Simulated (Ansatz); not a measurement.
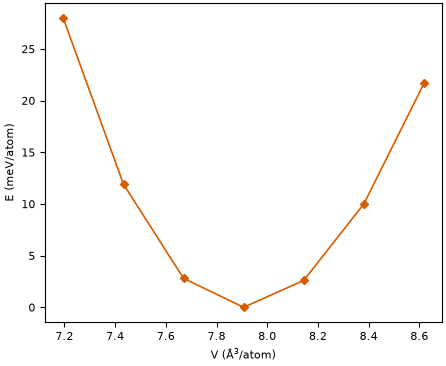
Fig. 1. Be (hcp (Mg type), space group No. 194) under volume change, PBE in the plane-wave PAW code Ansatz, shape and atoms relaxed at each volume.

What does a third-order Birch–Murnaghan fit give for V₀, B₀ and B′?

V₀ = 7.91 Å³/atom, B₀ = 123 GPa, B′ = 3.3.

Space group P6_3/mmc (hcp (Mg type)). The cell was relaxed with PBE under the symmetry of its start.

Potentials: the later of the program's two PAW sets.
